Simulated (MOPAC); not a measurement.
Energy landscape of H3 (cation, charge +1), singlet: map of symmetric stretch and bend. Scanned: H-H bond length and H-H-H angle.

Cartesian coordinates as functions of the variables (Å; names that start with a are angles):
```
H  0  0  0
H  r*sin(a/2)  0  r*cos(a/2)
H  -r*sin(a/2)  0  r*cos(a/2)
```

Method: PM7, restricted, heats of formation (MOPAC).

Energy in eV above the lowest grid point; x is the H-H bond length (Å), y the H-H-H angle (°).

| y \ x | 0.74 | 0.77 | 0.82 | 0.87 | 0.90 | 0.95 | 0.99 | 1.03 | 1.08 | 1.13 | 1.17 |
|---|---|---|---|---|---|---|---|---|---|---|---|
| 180 | 1.847 | 1.663 | 1.560 | 1.654 | 1.784 | 2.095 | 2.408 | 2.763 | 3.249 | 3.765 | 4.190 |
| 168.15 | 1.831 | 1.649 | 1.546 | 1.642 | 1.772 | 2.084 | 2.398 | 2.754 | 3.242 | 3.759 | 4.184 |
| 161.01 | 1.808 | 1.625 | 1.524 | 1.621 | 1.753 | 2.067 | 2.383 | 2.741 | 3.230 | 3.749 | 4.175 |
| 150.87 | 1.753 | 1.572 | 1.474 | 1.575 | 1.709 | 2.027 | 2.347 | 2.708 | 3.201 | 3.724 | 4.154 |
| 139.74 | 1.664 | 1.483 | 1.389 | 1.495 | 1.633 | 1.958 | 2.283 | 2.650 | 3.150 | 3.680 | 4.114 |
| 132.34 | 1.586 | 1.405 | 1.312 | 1.422 | 1.564 | 1.894 | 2.223 | 2.595 | 3.101 | 3.636 | 4.075 |
| 121.33 | 1.441 | 1.257 | 1.164 | 1.279 | 1.425 | 1.763 | 2.101 | 2.480 | 2.997 | 3.542 | 3.989 |
| 110.05 | 1.258 | 1.064 | 0.964 | 1.080 | 1.228 | 1.575 | 1.920 | 2.309 | 2.837 | 3.395 | 3.853 |
| 98.12 | 1.040 | 0.823 | 0.698 | 0.802 | 0.948 | 1.296 | 1.647 | 2.044 | 2.586 | 3.158 | 3.627 |
| 90.10 | 0.900 | 0.655 | 0.496 | 0.577 | 0.715 | 1.057 | 1.406 | 1.805 | 2.352 | 2.932 | 3.410 |
| 78.15 | 0.777 | 0.459 | 0.203 | 0.215 | 0.321 | 0.625 | 0.956 | 1.343 | 1.885 | 2.468 | 2.951 |
| 70 | 0.844 | 0.446 | 0.077 | 0.000 | 0.063 | 0.308 | 0.604 | 0.964 | 1.482 | 2.051 | 2.528 |

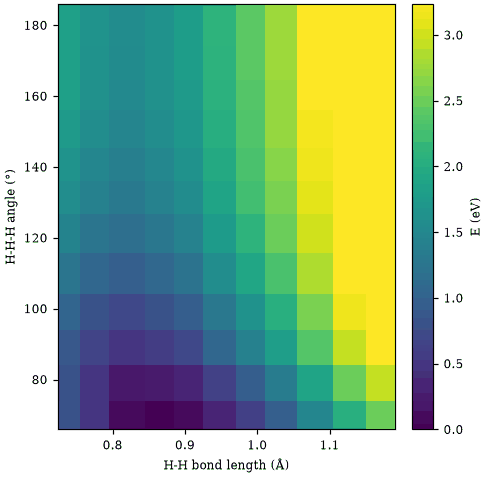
Fig. 1. Energy surface, cut off at 3 eV.

Points that lie below all their neighbours on the grid: x = 0.87, y = 70 on the edge of the grid (0.000 eV).
